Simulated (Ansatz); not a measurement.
Take La₂O₃ (space group P-3m1, No. 164; a = 3.935 Å, c = 6.126 Å) as the base. Axes: x lies along a and z along c of the hexagonal cell.

Now apply this change: uniaxial strain ε_yy = +1.51 %, all other strain components held at zero; the atoms relax in the strained cell.

The values are results of r2SCAN/PAW in Ansatz (a first-principles code), no spin-orbit coupling, earlier PAW set, not measurements.

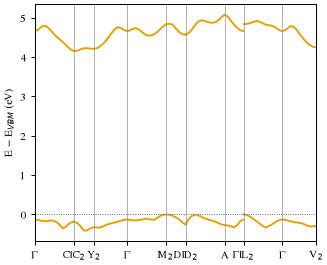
Figure: Highest valence and lowest conduction band along the path of the changed cell's own zone

**Question.** Read the changed gap and its character from the plot.

**Answer.** About 4.2 eV, indirect, M₂ → C.

No phonon test of stability was made. k-point labels follow each cell's own Brillouin zone.
